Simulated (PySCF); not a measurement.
# CHFO (formyl fluoride): the cost of one run

Computed with PySCF 2.14.0, with density-fitted response routines of our own, on a single molecule in the gas phase. Atoms are numbered from 0 throughout.

## Step 1: The starting structure

4 atoms, charge 0, multiplicity 1; geometry from: GFN2-xTB. The atoms were then displaced at random by about 0.01 Å, so the start is not that level's minimum.

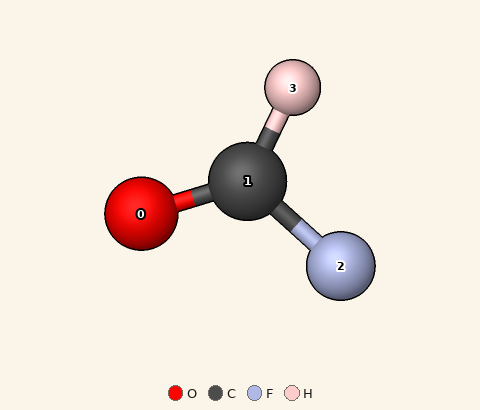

As it starts; oxygen red, carbon dark grey, fluorine light blue, hydrogen pink, atoms numbered.

## Step 2: Geometry optimisation at PBE0-D3(BJ)/def2-SVP

The job: settings as JSON, then the geometry in Å.

```
{"job": {"xc": "PBE0", "basis": "def2-SVP", "d3": "d3bj", "grid": 1, "shake": 0.01, "kind": "geom"}, "charge": 0, "multiplicity": 1}
O     -0.864260    -0.879610     0.002820
C     -0.094470     0.000730    -0.007740
F      1.209620    -0.240990    -0.015830
H     -0.212900     1.094500    -0.012260
```

Run with:

```bash
$ OMP_NUM_THREADS=1 python probes_run.py task.json out
```

The driver reads the jobs from task.json and runs them one after another.

Q: Estimate the wall time and peak memory of this first job on 1 thread of Arm Neoverse V1, shared host.

About 3.4 s, with a peak of 0.26 GiB.
